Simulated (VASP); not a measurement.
Band structure of Mg3Sb2 (a-la2o3). Calculation: vdW-DF-cx, VASP's PBE PAW potentials (set 64) (plane waves; VASP).

Unless said otherwise, spin-orbit coupling is left out, though it shifts the bands of the heavy elements here.

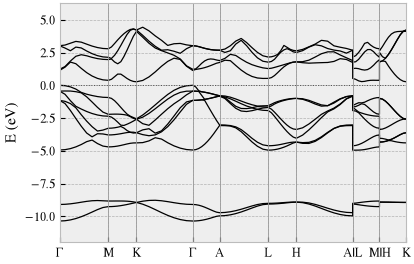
*Bands along high-symmetry lines, zero at the valence-band maximum or, without a gap, the Fermi level*

Read the plot: is there a gap, and where are the band edges?

The gap is indirect, 0.27 eV, from the valence maximum at Γ to the conduction minimum at K. (Edges off the drawn lines would not show.)

The compound is Mg3Sb2 in the a-la2o3 structure. It was relaxed first.
